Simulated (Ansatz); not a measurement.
# A hypothetical structure for BaCrS3, part 2 of 2

This structure for BaCrS3 is made up. Its elements were placed in a known structure type with a cell scaled to their sizes. What cell does the guess relax to, and how far off was it?

Ansatz 0.2.0; DFT, PBE, plane-wave PAW, files of the set soft_1, scalar-relativistic, ferromagnetic start, cell and ions relaxed at zero pressure; PAW set soft_1 (the session's first sound run).

So far: The starting structure; Relaxing cell and atoms.

## (2) Relaxing cell and atoms (continued)

Site moment by atom:

```csv
atom,site moment (μB)
Ba1,0.01
Cr2,2.31
S3,-0.10
S4,-0.10
S5,-0.10
```

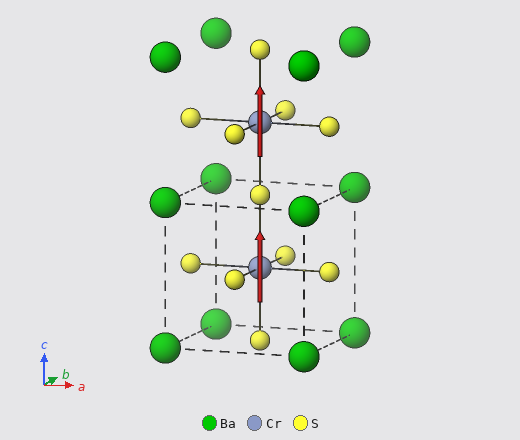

Site moment as arrows, the longest 2.31 μB. Up and down stand for the sign. Arrows give size and sign along the axis of quantisation, drawn up and down the page. 1×1×2 cells are drawn. Some periodic images of atoms are drawn too.

Shortest distances by pair of elements, guess and relaxed (not always the same contact):

| pair | guess (Å) | relaxed (Å) |
| --- | --- | --- |
| Cr–S | 2.390 | 2.376 |
| Ba–S | 3.380 | 3.360 |
| S–S | 3.380 | 3.360 |
| Ba–Cr | 4.140 | 4.116 |
| Ba–Ba | 4.780 | 4.752 |

The relaxation ends with a pressure of 0.01 GPa.

## (3) Bands of the relaxed cell

With the geometry fixed, one more self-consistent run, with a narrower smearing and the mesh shown in its input, gives the bands, and its pressure, and its forces where symmetry allows any, show how far the geometry depends on these settings.

This step: DFT, PBE, plane-wave PAW, files of the set soft_1, scalar-relativistic, ferromagnetic start, bands and density of states at the relaxed cell; PAW set soft_1 (Ansatz 0.2.0).

input.yaml

```yaml
crystal:
  lattice:
    - [4.7522430384, 0.0, 0.0]
    - [0.0, 4.7522430384, 0.0]
    - [0.0, 0.0, 4.7522430384]
  atoms:
    - { symbol: Ba, position: [0.0, 0.0, 0.0] }
    - { symbol: Cr, position: [0.5, 0.5, 0.5], spin: 2.3 }
    - { symbol: S, position: [0.5, 0.5, 0.0] }
    - { symbol: S, position: [0.5, 0.0, 0.5] }
    - { symbol: S, position: [0.0, 0.5, 0.5] }
magnetization:
  spin_polarized: true
kpoints:
  mp_grid: { grid: [8, 8, 8] }
  band_path:
    path:
      - [[0.0, 0.0, 0.0], [0.0, 0.5, 0.0], [0.5, 0.5, 0.0], [0.0, 0.0, 0.0], [0.5, 0.5, 0.5], [0.0, 0.5, 0.0]]
      - [[0.5, 0.5, 0.0], [0.5, 0.5, 0.5]]
    npoints: 13
scf:
  occupations: { method: fermi_dirac, width: 0.03 }
  n_extra_bands: 11
hamiltonian:
  xc: pbe
  pseudopotentials: { kind: paw, azcp: { folder: soft_1 } }
output:
  forces: true
  stress: true
  write_bands: true
  dos: { projected: true }
  write_density: true
  write_potential: true
  elf: true
  volumetric_format: npy
```

Run with:

```bash
$ ansatz run input.yaml --threads 4 --pin off --max-ram 8192MiB --backend cpu --events-out ev --progress --plain --runs-dir out
```

Numbers of over 12 decimals in the logs are rounded to 6 here.

Output:

```text
[...]
Crystal: 5 atoms, lattice volume = 107.324 Å³
Basis set: ecut = 420 eV, 2103 PW (Γ), exchange–correlation on 64×64×64 points (8 copies of the dense FFT grid, shifted against one another)
Bands: 32, of which v1, the nominal top of the filled ones, is band 21 counted from 1 (20 counted from 0)
Symmetry: 48 space group operations
[...]
k-points: 35 of 512
[...]
Starting moments: Σ|m| = 2.3 μB on 1 of 5 sites
[...]
SCF iter   1: F=—  HF=-12039.698435 eV  |F-HF|=—  |Δ(HF+E_count)|=         —  Δρ=4.31e-2 (↑4.31e-2 ↓3.48e-2)  dr2=9.46e0  dr2_m=7.52e-2  M=1.965 μB ∫|m|=2.137 μB  β_m=0.30  ethr=3.10e-3  ⟨swp⟩=11.3  Hψ=14039  notcnv=0
[...]
SCF iter  13: F=-12038.883449 eV  HF=-12038.883449 eV  |F-HF|=2.51e-8  |Δ(HF+E_count)|=   2.19e-9  Δρ=3.41e-6 (↑3.41e-6 ↓8.95e-7)  dr2=2.68e-8  dr2_m=1.86e-9  M=2.301 μB ∫|m|=2.954 μB  ethr=3.04e-12  ⟨swp⟩=16.0  Hψ=16986  notcnv=0
SCF 1 converged in 13 iterations: F = -12038.883449 eV  dr2 = 2.68e-8
[...]
NSCF: frozen V_eff on 80 k-points
SCF converged after 13 iterations
Magnetization: 2.3011 μB (22.1506 up, 19.8494 down)
Absolute magnetization: 2.9538 μB (∫|ρ↑−ρ↓|, with the PAW one-centre terms)
[...]
Per-site moments (μB) at R_I (Å): [(0.013334, 1.386142), (2.330446, 0.980150), (-0.089445, 0.980150), (-0.089445, 0.980150), (-0.089445, 0.980150)]
Free energy (F): -12038.883449 eV
[...]
Internal energy: -12038.861048 eV  (E = F + TS)
E sigma→0 (E₀):  -12038.872248 eV
Entropy (-TS):   -0.022401 eV (-4.480 meV/atom)
Fermi energy:    8.473238 eV
[...]
--- Stress (GPa, compression-positive) ---
        0.087606       0.000000       0.000000
        0.000000       0.087606       0.000000
        0.000000       0.000000       0.087606
  P = ⅓ Tr σ = 0.0876 GPa (0.876 kbar)
--- Band table (eV; the first three rows and the last of 70) ---
  k-point 0 ↑: bands = [... 17 lower, 7.3670, 7.3670, 7.3670, 8.1722, 8.1722, 8.4944, 8.4944, 8.4944, ... 7 higher]
  k-point 1 ↑: bands = [... 17 lower, 7.1886, 7.5746, 7.5746, 7.6526, 8.1878, 8.4928, 8.4928, 8.9167, ... 7 higher]
  k-point 2 ↑: bands = [... 17 lower, 6.8354, 6.9627, 7.7727, 7.7727, 8.2067, 8.5339, 8.5339, 9.3522, ... 7 higher]
  k-point 34 ↓: bands = [... 17 lower, 8.7436, 8.7436, 8.7436, 10.8960, 10.8960, 10.8960, 13.0879, 13.0879, ... 7 higher]
```

The job ended after 9.5 s (4 threads of Arm Neoverse V1, shared host; peak memory 0.53 GiB; 36 s of CPU time).

Reading the cycles: dr2 is the Hartree energy of the density residual (eV), the measure of convergence; HF is the Harris–Foulkes estimate of the energy, which meets the free energy F at convergence.

This step gave:

| Item | Value |
| --- | --- |
| free energy | -12038.8834 eV |
| energy at zero smearing | -12038.8722 eV |
| smearing term TS | 0.02240 eV |
| Fermi energy | 8.473 eV |
| magnetization | 2.301 μB |
| absolute magnetization | 2.954 μB |
| site moments | 0.01333, 2.330, -0.08945, -0.08945, -0.08945 μB |
| pressure | 0.08761 GPa |

bands.tsv at the labelled points (eV, zero at the Fermi level; the bands that come nearest the Fermi level along the path):

```
point  band_17_up  band_18_up  band_19_up  band_20_up  band_21_up  band_22_up  band_23_up  band_19_dn
    Γ       -1.11       -1.11       -1.11       -0.30       -0.30        0.02        0.02       -0.09
    X       -2.03       -1.64       -0.65       -0.65       -0.25        0.19        0.19       -0.73
    M       -1.53       -1.53       -0.27       -0.05       -0.05        0.24        0.31        0.16
    Γ       -1.11       -1.11       -1.11       -0.30       -0.30        0.02        0.02       -0.09
    R        0.03        0.03        0.03        0.35        0.35        0.35        4.00        0.27
    X       -2.03       -1.64       -0.65       -0.65       -0.25        0.19        0.19       -0.73
    M       -1.53       -1.53       -0.27       -0.05       -0.05        0.24        0.31        0.16
    R        0.03        0.03        0.03        0.35        0.35        0.35        4.00        0.27
```

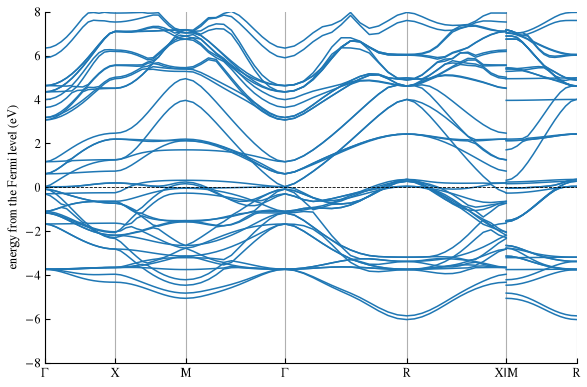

Bands along the path. 22 bands lie wholly below the window drawn.

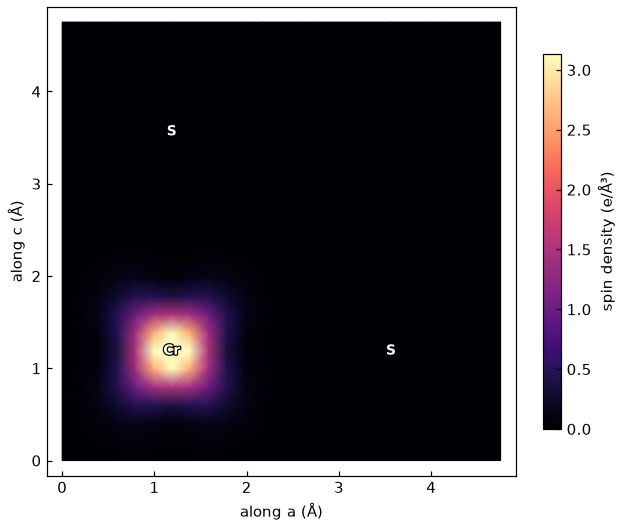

Spin density in the ac plane at fractional y = 0.500, with atoms of Cr and S within 0.2 Å of it. The map starts off the cell's origin, so that atoms lie inside it.

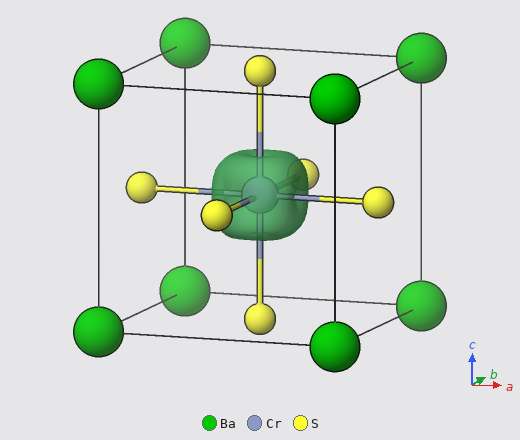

Surface of spin density = 0.14 e/Å³, which holds about 70 % of the integral of its size.

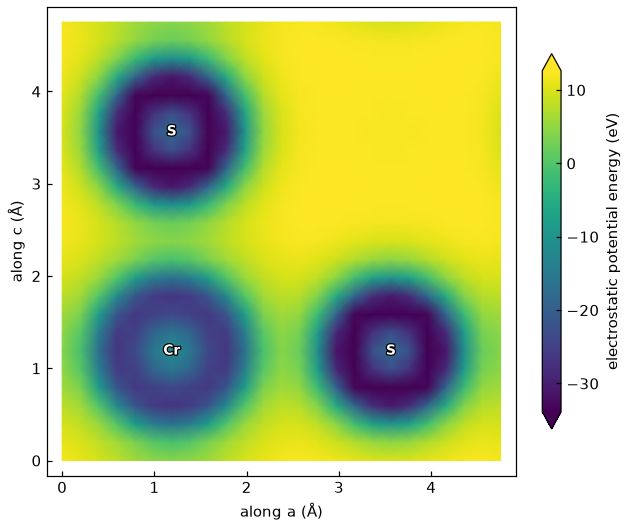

Electrostatic potential energy in the ac plane at fractional y = 0.500, with atoms of Cr and S within 0.2 Å of it. With pseudopotentials it is smooth inside the atoms' cores, unlike the true potential. The map starts off the cell's origin, so that atoms lie inside it.

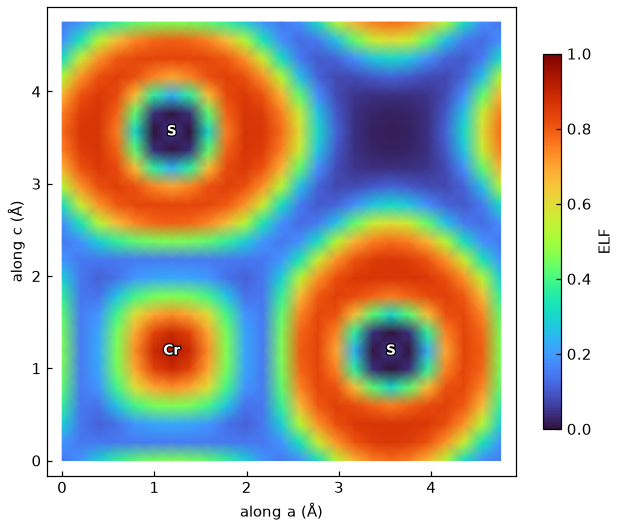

ELF in the ac plane at fractional y = 0.500, with atoms of Cr and S within 0.2 Å of it. It is the smooth field of the valence electrons, not physical close to the nuclei. The map starts off the cell's origin, so that atoms lie inside it.

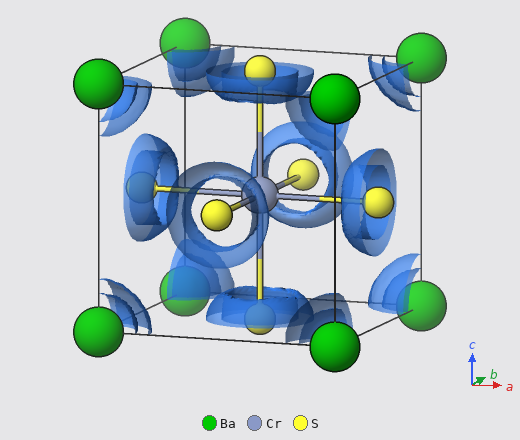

Surface of ELF = 0.85.

## (4) Summary of results

```json
{
 "space group, relaxed": "Pm-3m",
 "conventional cell": "a = 4.752, b = 4.752, c = 4.752 Å; α = 90.0°, β = 90.0°, γ = 90.0°",
 "volume per atom": "21.46 Å³ (guess 21.84)",
 "total moment": "2.24 μB in the cell of 5 atoms"
}
```

**Reading.** BaCrS3 relaxes to Pm-3m with a = 4.752, b = 4.752 and c = 4.752 Å. The guessed volume was 2 % too large. The space group Pm-3m was held in the relaxation, so the end point is a stationary structure within it and may be a saddle against distortions or other arrangements. The input starts from parallel moments, and no other start was typed. Bands cross the Fermi level, so it is a metal or semimetal at this level. On the 8×8×8 mesh with the narrower smearing (relaxed on 6×6×6) the forces vanish, as symmetry may demand, and the largest stress component is 0.088 GPa, against the relaxation's thresholds of 0.015 eV/Å and 0.05 GPa. The cutoff wasn't tested. Spin-orbit coupling is left out, which can matter for elements this heavy. No dispersion term is used, so weakly bound directions may come out too long. Nothing here tests whether the compound is stable against decomposition.

[Logs are printed without paths, hosts, clocks, repeated set-up lines and the standing remarks that a program may print on its own settings, such as how far it seeks lower states.]

[Hosts, paths, dates, database ids (printed as entryN), source tags and the programs' standing remarks are cut or masked in the printed files.]
